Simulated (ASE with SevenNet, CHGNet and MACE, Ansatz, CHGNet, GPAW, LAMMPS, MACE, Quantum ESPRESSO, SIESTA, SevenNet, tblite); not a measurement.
**Running liquid ethanol at 300 K (108 atoms) with machine-learned potentials**

Wanted: machine-learned potentials inputs and outputs for liquid ethanol at 300 K (108 atoms), checked against a plane-wave reference.

Method: the method is named at each step, in ASE with SevenNet, CHGNet and MACE.

### 1. The structure

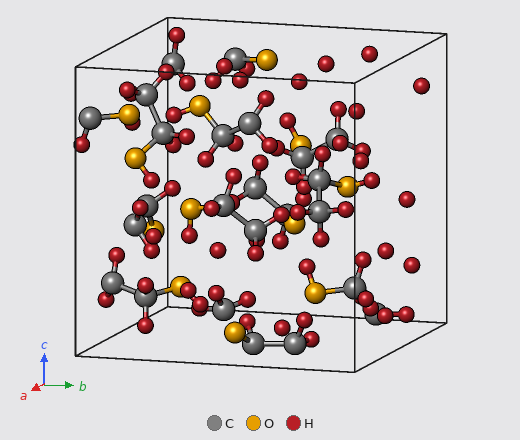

Start, viewed slightly off an axis; carbon grey, oxygen orange, hydrogen red. Bonds to atoms that aren't drawn are left out. Some periodic images of atoms are drawn too.

The cell holds 108 atoms: 24 C, 12 O and 72 H. Its edges and angles: a = 10.513 Å, b = 10.513 Å, c = 10.513 Å, α = 90.0°, β = 90.0°, γ = 90.0°. 12 ethanol placed at random, at 0.79 g/cm³; overlaps pushed apart, then 10 ps at 450 K with MMFF94 bonds, angles, torsions, charges and radii (Halgren, J. Comput. Chem. 17, 490 (1996)) in harmonic and 12-6 forms. Snapshot after 20 ps at 300 K and fixed volume.

The yardstick, on the same geometry:

```
method                                           : Kohn-Sham DFT, PBE, SSSP efficiency 1.3.0 pseudopotentials, plane waves (Quantum ESPRESSO 7.5); sssp-pbe-1.3.0-efficiency, cutoffs 60/480 Ry, Γ point
r.m.s. force component                           : 0.8119 eV/Å
longest force                                    : 3.692 eV/Å
pressure                                         : 2.444 GPa
gap (highest filled to lowest empty level) : 4.51 eV
time                                             : 1.7 min on 2 MPI ranks of Arm Neoverse V2, shared host
CPU time                                         : 3.4 min
```

### 2. SevenNet l3i5 potential

Method: machine-learned interatomic potential SevenNet l3i5, trained on PBE(+U) plane-wave data.

Input file run.py:

```python
import numpy as np
from ase.io import read
import mlip  # loads the published weights by name

atoms = read("structure.xyz")
atoms.calc = mlip.calc("7net-l3i5")
energy = atoms.get_potential_energy()
forces = atoms.get_forces()
print(f"energy {energy:.6f} eV")
print("forces (eV/A)")
for i, (a, f) in enumerate(zip(atoms, forces)):
    print(f"{i:4d} {a.symbol:2s} {f[0]:10.5f} {f[1]:10.5f} {f[2]:10.5f}")
stress = -atoms.get_stress(voigt=False) * 160.21766
print("stress (GPa, compression positive)")
for row in stress:
    print(" ".join(f"{x:10.4f}" for x in row))
```

Input file structure.xyz:

```xyz
108
Lattice="10.51326 0.00000 0.00000 0.00000 10.51326 0.00000 0.00000 0.00000 10.51326" Properties=species:S:1:pos:R:3 pbc="T T T"
C 2.89577 3.06567 0.56856
C 3.19035 3.60153 9.74874
O 3.66660 4.95111 9.87616
H 3.74104 3.06766 1.30322
H 2.42982 2.00561 0.47478
H 2.13735 3.71770 0.84222
H 2.29610 3.74377 9.25735
H 3.81589 2.97347 9.03404
H 3.11603 5.34473 0.06476
C 10.09000 6.42181 8.74535
C 9.45668 5.20680 8.12664
O 9.23506 4.25913 9.11573
H 0.51010 6.13859 9.26134
H 9.48296 6.83351 9.56906
H 10.26189 7.23018 8.02435
H 10.10724 4.77207 7.35171
H 8.52552 5.35356 7.69592
H 9.65769 3.42175 8.80832
C 2.63599 8.72233 0.67905
C 1.80387 7.64240 1.42066
O 2.41679 6.36641 1.27063
H 2.78843 8.53004 10.14004
H 3.62802 8.84670 1.06983
H 2.11853 9.69028 0.62596
H 0.86566 7.59877 0.94745
H 1.61673 7.89914 2.42562
H 2.27549 6.00370 2.17877
C 7.78770 0.49759 2.21977
C 8.15861 1.86747 1.88124
O 7.12810 2.85025 2.10728
H 7.22576 0.46532 3.13001
H 8.65105 10.31992 2.34088
H 7.13482 0.03722 1.48584
H 8.56147 1.99090 0.89152
H 9.03920 2.15196 2.43729
H 7.26140 3.62792 1.53515
C 3.33891 7.48597 7.07963
C 3.29654 6.16193 6.33855
O 2.00099 5.67884 6.51097
H 4.30055 7.91922 7.12736
H 2.95107 7.40954 8.09689
H 2.67668 8.22410 6.58246
H 3.90820 5.39993 6.73564
H 3.32093 6.24351 5.28901
H 2.00730 5.18567 7.39534
C 4.70164 0.33422 3.79981
C 3.25753 0.29364 4.23590
O 2.32553 0.24107 3.17511
H 5.08243 9.89697 3.45434
H 5.42295 0.75864 4.56633
H 4.86165 1.00191 2.93351
H 3.07471 1.19494 4.89781
H 3.00890 10.01136 4.98097
H 2.61969 10.06718 2.52465
C 0.47825 3.46023 4.59671
C 0.32013 4.62562 3.64074
[... 48 atom lines left out ...]
H 5.31992 7.16952 0.13152
H 6.40983 4.84977 9.60681
H 5.80269 4.91337 0.72563
H 8.39831 4.91306 10.44892
```

Started as:

```
OMP_NUM_THREADS=1 python run.py > output.txt
```

The log of the run:

```text
energy -560.883911 eV
forces (eV/A)
   0 C     0.86975   -3.44719    0.40929
   1 C     2.41374    0.10652   -0.96738
   2 O     0.98726   -0.18288   -0.81386
   3 H    -0.56555   -0.05669   -0.58080
   4 H     0.76613    1.43107    0.36738
   5 H    -1.81956    1.07131    1.65995
   6 H    -2.63608   -0.30113   -1.52361
   7 H    -0.04857    0.74088    0.94335
   8 H    -0.08869    0.63015    0.29636
   9 C     0.16734    0.56964    0.45088
  10 C     1.90243    0.51168   -0.00701
  11 O     0.41364   -1.81102    0.99592
  12 H     0.09914    0.03580   -0.39813
  13 H    -0.24908   -0.04713   -0.21467
  14 H     0.14756   -0.12098   -0.00748
  15 H     0.11339    0.14133   -0.24064
  16 H    -1.90357    1.01579   -1.22166
  17 H    -0.62144   -0.25389    0.56988
  18 C    -0.78439    0.15870    0.22687
  19 C     1.45634    1.07587   -2.59190
  20 O     0.16648   -0.13461    1.04166
  21 H    -0.06266   -0.72261   -0.56460
  22 H     0.73331    0.08059    0.55300
  23 H    -0.09933    0.01044    0.43924
[...]
100 C    -0.49583    0.04785    0.91071
 101 O     0.27340   -0.75926    0.23478
 102 H    -0.41033    0.62183    0.24741
 103 H    -0.48235   -1.15523   -1.31781
 104 H     0.28502    0.14990   -0.43239
 105 H     0.23070    1.04098    0.54739
 106 H    -0.41943    0.03950    0.17155
 107 H     0.82642   -0.50395   -0.23740
stress (GPa, compression positive)
    3.1247     0.2988    -0.4239
    0.2988     2.6317    -1.1848
   -0.4239    -1.1848     1.7528
```

Wall time 14 s (1 thread of Arm Neoverse V2, shared host); peak memory 2 GiB.

Banners, paths, timers and routine set-up lines are dropped from the logs unmarked, and long logs keep their key lines alone; longer cuts are marked.

Against the reference:

| Property | Result |
| --- | --- |
| r.m.s. force component | 0.8155 eV/Å |
| r.m.s. difference of force components | 84.74 meV/Å |
| longest difference of force vectors | 365.6 meV/Å |
| force difference over r.m.s. force | 10.44 % |
| slope of forces against the reference's | 0.999 |
| correlation of force components | 0.9946 |
| pressure | 2.503 GPa |
| pressure difference | 0.0594 GPa |

Length of the force difference by element (eV/Å):

```csv
element,atoms,mean,most
C,24,0.20,0.37
H,72,0.084,0.29
O,12,0.18,0.28
```

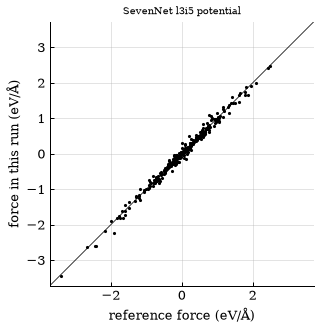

Force components against those of the reference; the line marks equality.

Local excerpt of 11 atoms (numbers count through the whole input) about O39, which bears the longest force; x, y, z are measured from there.

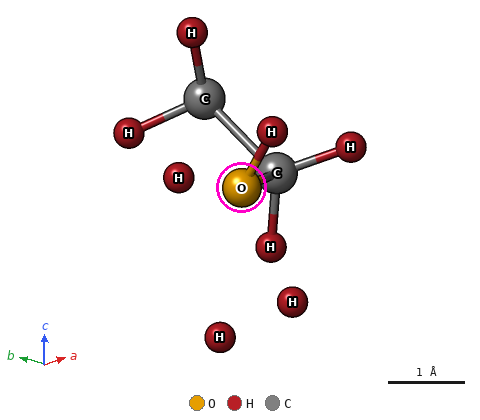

The atoms of the table, within 2.7 Å (arrows a, b, c point along x, y, z); some may hide others; the central atom is ringed.

```csv
atom,x,y,z,distance (Å),bonds,Fx,Fy,Fz (eV/Å)
O39,0.00,0.00,0.00,0.00,2,-2.59,-2.19,1.67
H45,0.01,-0.49,0.88,1.01,1,-0.39,0.78,-1.37
C38,1.30,0.48,-0.17,1.39,4,-0.63,1.60,1.14
H44,1.32,0.56,-1.22,1.89,1,1.19,0.42,-1.46
H43,1.91,-0.28,0.22,1.94,1,1.75,-0.72,0.25
H63,-0.40,-0.03,-1.99,2.03,1,0.42,-0.20,-0.73
C37,1.34,1.81,0.57,2.32,4,-0.64,0.47,-0.46
H58,-1.19,-1.92,-0.93,2.44,1,-0.54,0.06,0.45
H41,0.95,1.73,1.59,2.53,1,0.08,-0.40,0.20
H42,0.68,2.55,0.07,2.63,1,0.14,-0.28,-0.06
H16,-2.41,-0.91,0.84,2.71,1,0.11,0.14,-0.24
```

Atoms are counted from 1 here, from 0 in the log.

Forces lie 10 % from the reference's, at 0.056 times its CPU time (on 1 against 2 cores).

### 3. CHGNet r2SCAN potential

Method: machine-learned interatomic potential CHGNet r2SCAN, trained on r2SCAN plane-wave data.

run.py: that of step 2 with these lines changed.

```diff
@@ -5,3 +5,3 @@
 atoms = read("structure.xyz")
-atoms.calc = mlip.calc("7net-l3i5")
+atoms.calc = mlip.calc("chgnet-r2scan")
 energy = atoms.get_potential_energy()
```

structure.xyz is that of step 2.

The log of the run:

```text
CHGNet vr2scan initialized with 412,525 parameters
CHGNet will run on cpu
energy -598.616211 eV
forces (eV/A)
   0 C     0.69555   -3.05485    0.50895
   1 C     2.57067   -0.35403   -0.90928
   2 O     0.80495    0.09011   -0.39264
   3 H    -0.63414    0.04205   -0.55776
   4 H     0.73146    1.44567    0.31483
   5 H    -1.46338    0.85304    1.45273
   6 H    -2.49236   -0.14422   -1.57811
   7 H    -0.22851    0.70503    0.82959
   8 H     0.05206    0.45245    0.22927
   9 C     0.26157    0.70954    0.66565
  10 C     2.03519   -0.21491    0.09156
  11 O     0.61333   -1.32165    0.38507
  12 H    -0.15698    0.11465   -0.30689
  13 H    -0.01775   -0.15404   -0.30932
  14 H     0.05002   -0.21793    0.05987
  15 H    -0.05215    0.14130   -0.01083
  16 H    -2.10876    0.87878   -1.17045
  17 H    -0.65471   -0.01011    0.57524
  18 C    -0.80582    0.10106    0.15945
  19 C     1.61304    0.89984   -2.03673
  20 O     0.05435   -0.01056    0.98836
  21 H    -0.03970   -0.53072   -0.31411
  22 H     0.46397    0.00258    0.42130
  23 H     0.02084   -0.22863    0.33564
[...]
100 C    -0.49339   -0.23054    0.09781
 101 O     0.18291   -0.47571    0.14615
 102 H    -0.46449    0.30273    0.45848
 103 H    -0.51100   -0.98423   -1.36071
 104 H     0.55143    0.02856   -0.24518
 105 H     0.24817    0.98373    0.68298
 106 H    -0.17968    0.04725    0.18418
 107 H     0.43054   -0.29115   -0.02879
stress (GPa, compression positive)
    1.5365     0.2468    -0.2026
    0.2468     1.0936    -0.9314
   -0.2026    -0.9314     0.4633
```

It took 6.7 s on 1 thread; peak memory 1.9 GiB.

Numbers from this run, and their distance from the reference:

```yaml
r_m_s_force_component: 0.7361 eV/Å
r_m_s_difference_of_force_components: 206.8 meV/Å
longest_difference_of_force_vectors: 911.2 meV/Å
force_difference_over_r_m_s_force: 25.47 %
slope_of_forces_against_the_reference_s: 0.8786
correlation_of_force_components: 0.969
pressure: 1.031 GPa
pressure_difference: -1.413 GPa
```

Against the first run (10 %), the force difference from the reference is 25 %, at 0.41 times the CPU time; this potential was trained at another functional than the reference's, which explains only part of so large a difference.

### 4. MACE MPA-0 medium potential

Method: machine-learned interatomic potential MACE MPA-0 medium, trained on PBE(+U) plane-wave data.

run.py: that of step 3 with these lines changed.

```diff
@@ -5,3 +5,3 @@
 atoms = read("structure.xyz")
-atoms.calc = mlip.calc("chgnet-r2scan")
+atoms.calc = mlip.calc("mace-mpa-0-medium")
 energy = atoms.get_potential_energy()
```

structure.xyz is that of step 3.

The log of the run:

```text
energy -560.932914 eV
forces (eV/A)
   0 C     0.66022   -3.65707    0.49674
   1 C     2.51908    0.36158   -0.97400
   2 O     0.72073   -0.41372   -0.88710
   3 H    -0.52257   -0.04492   -0.53457
   4 H     0.90980    1.43833    0.39420
   5 H    -1.70088    1.16623    1.64191
   6 H    -2.55707   -0.25666   -1.60034
   7 H    -0.17410    0.79909    0.92093
   8 H    -0.03292    0.63318    0.35477
   9 C     0.14659    0.62490    0.68593
  10 C     1.87116    0.28186   -0.32096
  11 O     0.52809   -1.61815    1.07807
  12 H     0.12078    0.13052   -0.34822
  13 H    -0.24301   -0.02351   -0.18124
  14 H     0.19572   -0.11484    0.00232
  15 H     0.10605    0.18340   -0.19323
  16 H    -1.93583    1.02692   -1.20419
  17 H    -0.75319   -0.27975    0.60959
  18 C    -0.81443    0.01011   -0.01542
  19 C     1.51534    0.86003   -2.45668
  20 O     0.11340    0.12567    1.11245
  21 H    -0.01162   -0.68105   -0.57554
  22 H     0.79869    0.08079    0.54220
  23 H    -0.07227    0.02022    0.50745
[...]
100 C    -0.40183   -0.06030    0.58548
 101 O     0.18038   -0.51208    0.12081
 102 H    -0.41253    0.63150    0.26243
 103 H    -0.43858   -1.03611   -1.32972
 104 H     0.29965    0.10028   -0.46631
 105 H     0.28576    0.94713    0.58919
 106 H    -0.48952   -0.05105    0.23050
 107 H     0.64454   -0.60927   -0.11502
stress (GPa, compression positive)
    3.4724     0.4122    -0.4477
    0.4122     2.8723    -1.1529
   -0.4477    -1.1529     2.2855
```

It took 8.3 s on 1 thread; peak memory 1.4 GiB.

Against the reference:

```
r.m.s. force component                  : 0.8028 eV/Å
r.m.s. difference of force components   : 95.34 meV/Å
longest difference of force vectors     : 506.8 meV/Å
force difference over r.m.s. force      : 11.74 %
slope of forces against the reference's : 0.982
correlation of force components         : 0.9931
pressure                                : 2.877 GPa
pressure difference                     : 0.433 GPa
```

Against the first run (10 %), the force difference from the reference is 12 %, at 0.72 times the CPU time.

### 5. All runs compared

Differences are against the plane-wave reference, forces as r.m.s. over components; share is that over the reference's r.m.s. force, slope the least-squares factor from reference forces to these. Total energies of different programs have different zeros and aren't compared.

```csv
run,"Δ force, r.m.s. (meV/Å)",share (%),slope,Δ pressure (GPa),cores,CPU time,memory (GiB)
reference,-,-,-,-,2,3.4 min,2.9
SevenNet l3i5 potential,84.7,10.4,0.999,0.0594,1,12 s,2.0
CHGNet r2SCAN potential,207,25.5,0.879,-1.41,1,4.7 s,1.9
MACE MPA-0 medium potential,95.3,11.7,0.982,0.433,1,8.3 s,1.4
```

Times of the machine-learned potentials are mostly Python's start and the loading of weights.

CPU time is summed over cores on a shared host, where runs went side by side, so it is rough. Symmetry, cutoffs, thresholds, outputs and thread counts weren't matched or tuned between programs; memory under MPI is the largest rank's times the ranks.

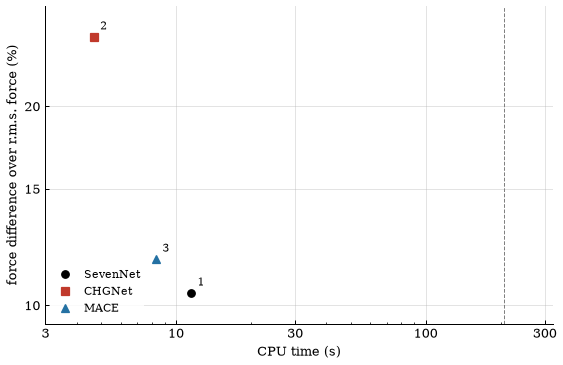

Force difference against CPU time; the dashed line marks the reference's time. Points: 1 SevenNet l3i5 potential; 2 CHGNet r2SCAN potential; 3 MACE MPA-0 medium potential.

### 6. Results

| Item | Value |
| --- | --- |
| nearest in forces | SevenNet l3i5 potential, 10 % |
| its CPU time | 12 s |

Machine-learned potentials differ by 10 % (SevenNet l3i5 potential) to 25 % (CHGNet r2SCAN potential); they were trained on other programs' data, some at another functional. The reference's pressure holds the uncorrected Pulay stress of its 60 Ry basis, so small pressure differences, and their order, may be the reference's own error. Machine-learned potentials mimic data converged in k, so the reference's own k-point error enters their differences. The network of contacts between molecules at the start is that of the classical potential that made the cell, and needn't be the one that DFT or experiment would give. The reference's PBE has no dispersion term, which matters for the binding between molecules or layers. The density was typed from a rule of thumb and may lie off the real one at this temperature. The electronic-structure runs sample only Γ, in a cell whose shortest periodic width is 11 Å.

[Also dropped from logs without a mark: logging warnings of Python, and SIESTA's first energy breakdown and zero terms.]

[Logs are printed without paths, hosts, clocks, repeated set-up lines and the standing remarks that a program may print on its own settings, such as how far it seeks lower states.]

[Hosts, paths, dates, database ids (printed as entryN), source tags and the programs' standing remarks are cut or masked in the printed files.]

[The MMFF94 radii named for the starting cell were scaled by 0.96; in molecules described by MMFF94, hydrogen bound to N, O or S took a small fixed 12-6 site in their place.]
